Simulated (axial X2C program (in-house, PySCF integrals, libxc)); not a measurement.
# RhBr: from the state search to constants, part 2 of 2

Computed with an in-house X2C program for linear molecules on PySCF integrals; all-electron X2C, Rh dyall-cv3z, Br dyall-cv3z.

### Step 16. Correlated methods, 2c

Correlated methods: 16 electrons correlated (frozen shells, counted by type: Rh 4 s, 3 p, 1 d; Br 3 s, 2 p, 1 d), 294 virtual spinors in MP2, 140 natural virtuals in coupled cluster.

Output of the correlated part at 2.395 Å:

```text
correlated 16  virtual 294  natural virtual 140  E(MP2) -0.439062426  MP2 remainder -0.011168097
iter   CCSD correlation   residual
   1     -0.423317155   1.12e-01
   2     -0.430531193   4.60e-02
   3     -0.432869789   2.45e-02
   4     -0.433238241   1.29e-02
   5     -0.433493123   6.67e-03
   6     -0.433603988   2.83e-03
   7     -0.433616701   1.14e-03
   8     -0.433625975   4.63e-04
   9     -0.433621555   2.74e-04
  10     -0.433621752   1.95e-04
  11     -0.433620540   1.53e-04
  12     -0.433621744   1.14e-04
  13     -0.433621604   7.34e-05
  14     -0.433621574   4.33e-05
  15     -0.433621681   2.56e-05
  16     -0.433621599   1.47e-05
  17     -0.433621570   7.32e-06
  18     -0.433621551   3.86e-06
(T) -0.018973548  T1 0.0327  D1 0.1012  max T2 0.041
```

MP2: Re = 2.381 Å, ωe = 262.7 cm⁻¹, Be = 0.06658 cm⁻¹, De = 3.02 eV.

CCSD: Re = 2.412 Å, ωe = 254.3 cm⁻¹, ωexe = 0.606 cm⁻¹, Be = 0.06487 cm⁻¹, De = 2.85 eV. T1 at Re = 0.023 (Lee–Taylor, the printed value over √2).

CCSD(T): Re = 2.402 Å, ωe = 257.1 cm⁻¹, ωexe = 0.616 cm⁻¹, Be = 0.06542 cm⁻¹, De = 2.94 eV. T1 at Re = 0.023 (Lee–Taylor, the printed value over √2).

### Step 17. A higher determinant, 2c

State: Ω = 4 (excess of +ω over −ω: ω = 3/2, ω = 5/2).

Output at the reference distance:

```text
two-component X2C + atomic mean field  PBE0
basis functions 252  fitting functions 1247  grid points 5802
iter        total energy     max residual
   1      -7386.572108975     9.57e-01
   2      -7386.598935718     1.10e-03
   3      -7386.598936792     3.54e-04
   4      -7386.598937510     3.62e-04
   5      -7386.598940927     5.36e-05
   6      -7386.598941025     1.59e-05
   7      -7386.598941032     2.50e-06
   8      -7386.598941032     1.48e-06
converged
one-electron -10907.73861567  Coulomb 3408.82766623  exact exchange -57.14524173  xc functional -175.12370142  nuclear repulsion 347.99753954  atomic mean-field constant -3.41658798
```

```
R (Å)  E above the lowest PBE0 point (eV)
2.084                               0.824
2.179                               0.425
2.251                               0.271
2.323                               0.207
2.395                               0.208
2.479                               0.268
2.563                               0.373
2.670                               0.548
2.802                               0.798
```

Re = 2.357 Å, ωe = 257.0 cm⁻¹, ωexe = 0.695 cm⁻¹, Be = 0.06794 cm⁻¹, μ = -4.43 D. Te = 0.20 eV.

State: Ω = 1 (excess of +ω over −ω: ω = -1/2, ω = 3/2).

Output at the reference distance:

```text
two-component X2C + atomic mean field  PBE0
basis functions 252  fitting functions 1247  grid points 5802
iter        total energy     max residual
   1      -7386.571281686     9.54e-01
   2      -7386.597943245     1.10e-03
   3      -7386.597946084     2.28e-04
   4      -7386.597945763     2.98e-04
   5      -7386.597948036     3.95e-05
   6      -7386.597948091     1.60e-05
   7      -7386.597948106     1.32e-05
   8      -7386.597948123     1.20e-05
   9      -7386.597948144     1.00e-05
  10      -7386.597948163     7.64e-06
  11      -7386.597948185     2.89e-06
  12      -7386.597948189     8.05e-07
  13      -7386.597948189     6.88e-07
converged
one-electron -10908.47806048  Coulomb 3409.60601119  exact exchange -57.15510849  xc functional -175.15174197  nuclear repulsion 347.99753954  atomic mean-field constant -3.41658798
```

```
R (Å)  E above the lowest PBE0 point (eV)
2.084                                 n/a
2.179                                 n/a
2.251                               0.338
2.323                               0.251
2.395                               0.235
2.479                               0.281
2.563                               0.377
2.670                               0.550
2.802                               0.803
```

Re = 2.379 Å, ωe = 256.9 cm⁻¹, ωexe = 0.732 cm⁻¹, Be = 0.06669 cm⁻¹, μ = -4.78 D. Te = 0.23 eV.

### Step 18. The 2c curves together

Energy (eV) of the followed determinant, 2c, from each level's lowest point:

```
R (Å)   PBE0     HF    MP2   CCSD  CCSD(T)  PBE50 (jumps)    PBE  B3LYP
2.084  0.802  1.427  0.774    n/a      n/a          0.870  0.760  0.910
2.179  0.321  0.742  0.306  0.400    0.371          0.363  0.295  0.390
2.251  0.122  0.409  0.113  0.171    0.152          0.148  0.107  0.166
2.323  0.024  0.192  0.019  0.046    0.037          0.035  0.017  0.045
2.395  0.000  0.064  0.000  0.000    0.000          0.000  0.000  0.000
2.479  0.041  0.000  0.047  0.020    0.029          0.031  0.046  0.019
2.563  0.135  0.004  0.146  0.097    0.113          0.117  0.142  0.093
2.670  0.305  0.080  0.327  0.253    0.276          0.282  0.311  0.239
2.802  0.555  0.241  0.594    n/a      n/a          0.531  0.555  0.465
2.994  0.950  0.544  1.019    n/a      n/a          0.932  0.930  0.828
3.257  1.475  0.998  1.598    n/a      n/a          1.474  1.411  1.318
3.592  2.025  1.544  2.250    n/a      n/a          2.063  1.903  1.840
```

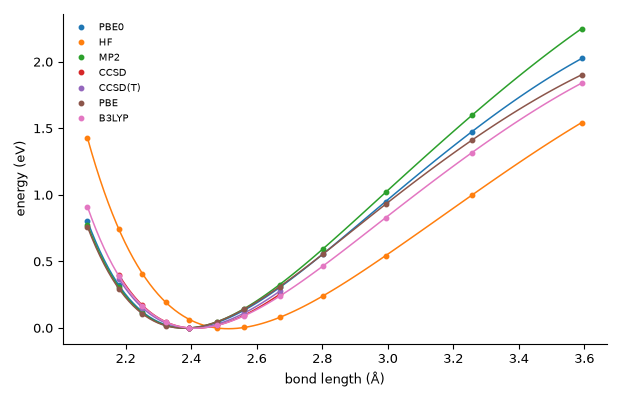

Curves of the followed state, 2c, each from its own lowest point. Left out: PBE50.

The whole job took 38 min on 2 threads, shared host.

### Step 19. Results

The summary covers parts 1 to 2.

Lowest determinant that the search found at its distance, spin-free: M_S = 1, Λ = 2 (beyond closed shells: σα, δ+α, δ+β, δ-α).

Lowest determinant that the search found at its distance, 2c: Ω = 3 (excess of +ω over −ω: ω = 1/2, ω = 5/2).

```json
{"Hamiltonian": "spin-free", "level": "PBE0", "Re (Å)": "2.384", "ωe (cm⁻¹)": "260.2", "De (eV)": "3.22", "μ (D)": "-4.88"}
{"Hamiltonian": "spin-free", "level": "HF", "Re (Å)": "2.512", "ωe (cm⁻¹)": "227.0", "De (eV)": "2.13", "μ (D)": "-7.14"}
{"Hamiltonian": "spin-free", "level": "MP2", "Re (Å)": "2.379", "ωe (cm⁻¹)": "263.5", "De (eV)": "3.16", "μ (D)": "n/a"}
{"Hamiltonian": "spin-free", "level": "CCSD", "Re (Å)": "2.410", "ωe (cm⁻¹)": "255.2", "De (eV)": "3.00", "μ (D)": "n/a"}
{"Hamiltonian": "spin-free", "level": "CCSD(T)", "Re (Å)": "2.400", "ωe (cm⁻¹)": "258.0", "De (eV)": "3.09", "μ (D)": "n/a"}
{"Hamiltonian": "spin-free", "level": "PBE50", "Re (Å)": "2.397", "ωe (cm⁻¹)": "258.7", "De (eV)": "3.15", "μ (D)": "-5.68"}
{"Hamiltonian": "spin-free", "level": "PBE", "Re (Å)": "2.377", "ωe (cm⁻¹)": "260.0", "De (eV)": "3.37", "μ (D)": "-4.00"}
{"Hamiltonian": "spin-free", "level": "B3LYP", "Re (Å)": "2.410", "ωe (cm⁻¹)": "250.4", "De (eV)": "3.07", "μ (D)": "-4.68"}
{"Hamiltonian": "2c", "level": "PBE0", "Re (Å)": "2.386", "ωe (cm⁻¹)": "259.4", "De (eV)": "3.11", "μ (D)": "-4.88"}
{"Hamiltonian": "2c", "level": "HF", "Re (Å)": "2.513", "ωe (cm⁻¹)": "226.4", "De (eV)": "1.97", "μ (D)": "-7.14"}
{"Hamiltonian": "2c", "level": "MP2", "Re (Å)": "2.381", "ωe (cm⁻¹)": "262.7", "De (eV)": "3.02", "μ (D)": "n/a"}
{"Hamiltonian": "2c", "level": "CCSD", "Re (Å)": "2.412", "ωe (cm⁻¹)": "254.3", "De (eV)": "2.85", "μ (D)": "n/a"}
{"Hamiltonian": "2c", "level": "CCSD(T)", "Re (Å)": "2.402", "ωe (cm⁻¹)": "257.1", "De (eV)": "2.94", "μ (D)": "n/a"}
{"Hamiltonian": "2c", "level": "PBE", "Re (Å)": "2.378", "ωe (cm⁻¹)": "259.0", "De (eV)": "3.26", "μ (D)": "-4.00"}
{"Hamiltonian": "2c", "level": "B3LYP", "Re (Å)": "2.412", "ωe (cm⁻¹)": "249.5", "De (eV)": "2.92", "μ (D)": "-4.68"}
```

Dipoles are positive if Br is the positive end. No constants: 2c PBE50 (the solution changes its character somewhere along the scan, so the fit is set aside).

Time per point (s) on 2 threads, shared host (2c runs; CCSD comes with the CCSD(T) run); the times are rough: PBE0 2.9, HF 2, MP2 3.4, CCSD(T) 100, PBE 1.5, B3LYP 3.

At CCSD(T), going from spin-free to two-component changes Re by +2 mÅ, ωe by -0.4 %, which is small (part of it comes from the scalar share of the two-electron terms). De moves by -0.15 eV; both De rest on single-determinant atoms, which can miss part of an open shell's spin–orbit lowering.

De refers to Rh + Br, each in the lowest determinant found, which need not be this curve's own limit. Each curve is one determinant whose occupation by symmetry is held fixed; it was picked as the lowest of a PBE0 search that is not exhaustive. Dissociation energies refer to the lowest single-determinant-based atoms at the same level and basis. Density functionals use the spin component along the axis (collinear). CCSD and (T) use frozen natural virtuals with an MP2 correction for the truncation. With several unpaired electrons one determinant need not be a pure state. At some level an empty orbital lies below a filled one. T1 at Re is 0.023 (Lee–Taylor), above the customary mark of 0.02.
